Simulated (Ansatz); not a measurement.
## Amorphous Si34N36

It comes from a melt-quench run on a machine-learned potential (CHGNet), relaxed afterwards by DFT. N atoms were pushed apart under 1.9 Å during the dynamics, to hinder bonds among them. The hot cell started wider than the set density and was brought back towards it in steps. It is the lowest in DFT energy of 2 quenches. It is a model cell: composition and starting density were chosen by hand, and all elements were melted together. No dispersion term was used.

Methods: PBE, scalar-relativistic without spin-orbit coupling (Ansatz, an electronic-structure program); r2SCAN, scalar-relativistic without spin-orbit coupling (Ansatz); HSE06, scalar-relativistic without spin-orbit coupling (Ansatz). Geometry, pressure, stress and energy are those of the PBE run. Its sampling: a 2×2×2 Γ-centred mesh; Fermi-Dirac width 0.02 eV; no spin polarisation. Other functionals are single points at the zone centre (r2SCAN at 500 eV; exact exchange cut at the cell's faces), free to take moments where seeds were set. The usual formal charges leave 28 electrons over, so the level spacing at the Fermi energy parts defect or band states and needn't be the band gap.

The number of atoms in the cell is 70. The density (volume relaxed, without dispersion) is 2.89 g/cm³. The volume per atom is 12.00 Å^3 and the pressure on a 2×2×2 Γ-centred mesh is -0.07 GPa. The largest force and stress component on that mesh (the relaxation ran on the zone centre alone) is 0.27 eV/Å and 0.1 GPa, the energy relative to beta Si3N4 + silicon (lowest mix at this level among the phases computed, not always the ambient ones) is 0.374 eV/atom and the level spacing at the Fermi energy on a 2×2×2 Γ-centred mesh (PBE) is 0.81 eV. The level spacing at the Fermi energy at the zone centre (PBE) is 1.24 eV and the level spacing at the Fermi energy at the zone centre (r2SCAN) comes out as 1.47 eV. The level spacing at the Fermi energy at the zone centre (HSE06) is 2.06 eV.

Bonds are counted up to Si-Si 2.60 Å, Si-N 2.32 Å, N-N 1.70 Å. Two cations that share two anions don't count as bonded, nor two that share one unless they lie closer than Si-Si 2.38 Å.

The mean coordination of Si by anions is 3.24 (1 with 1, 4 with 2, 15 with 3, 14 with 4); 24 close contacts or bonds to cations besides and the mean coordination of N is 3.06 (34 with 3, 2 with 4). The mean Si-N bond is 1.778 Å (spread 0.076 Å, 110 counted). The mean Si-Si bond is 2.386 Å (spread 0.087 Å, 12 counted).

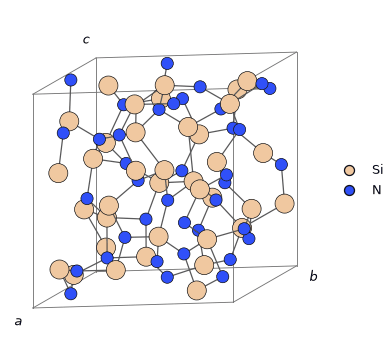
*The relaxed cell*

Its density started from a set value of 2.98 g/cm³. The simulated quench (nominally 1500 K/ps over its main leg) is rapid and tends to freeze in more defects than a deposited or slowly cooled glass has. One small periodic cell is one sample of the glass; other quenches scatter about these values. Volume and shape were free in the relaxation. On a 2×2×2 Γ-centred mesh force components of up to 0.27 eV/Å stay, since the relaxation ran on the zone centre alone.
